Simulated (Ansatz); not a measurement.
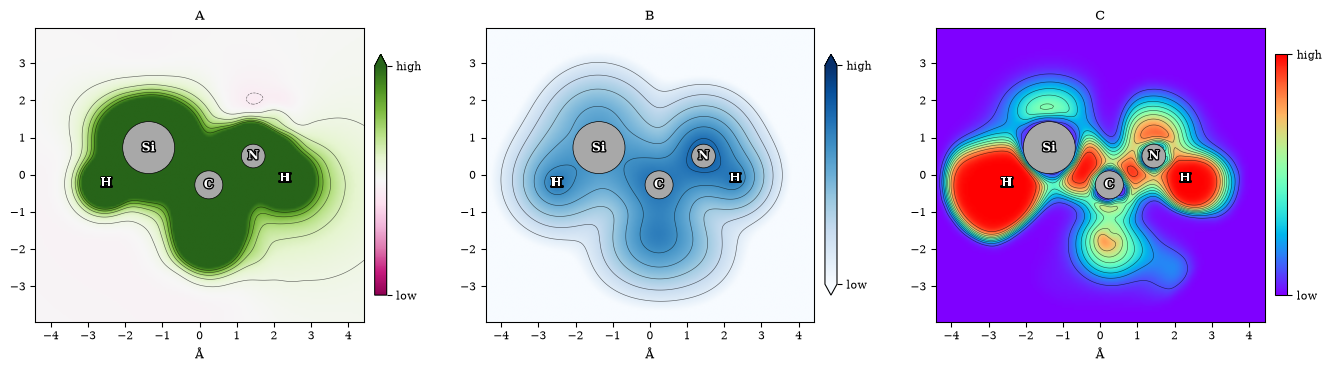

C₂H₇NOSi (SMILES NC1([SiH3])CO1): 3 fields on the plane of atoms N1, C2 and Si3, with unlabelled colour scales. Grey discs cover the atomic cores.

Method: Ansatz, RKS PBE/6-31G*.

```csv
atom,x (Å),y (Å),z (Å)
N,-1.0103,1.2246,0.3135
C,-0.2796,0.0569,-0.0467
Si,1.6027,0.2871,-0.1854
C,-0.8319,-1.2757,0.2735
O,-0.8323,-0.8452,-1.0961
H,-0.8964,1.9595,-0.3930
H,-2.0155,1.0292,0.3944
H,2.2046,0.7306,1.1152
H,1.8889,1.3338,-1.2242
H,2.2153,-1.0138,-0.6029
H,-1.8223,-1.3299,0.7552
H,-0.1699,-2.1210,0.5193
```

Question: Match the panels to the quantities (electron density, electron localisation function and electrostatic potential).

Answer: Panel A: electrostatic potential (strongly positive close to the atoms and fading to about zero outside). Panel B: electron density. Panel C: electron localisation function. From the grid: C–N (1.42 Å): ρ is about 2 e/Å³ halfway; the ELF peaks at about 0.90 between the atoms: localised, covalent bonding. C–Si (1.90 Å): ρ at the midpoint is about 0.93 e/Å³; the ELF peaks at about 1 between the atoms; a covalent bond.
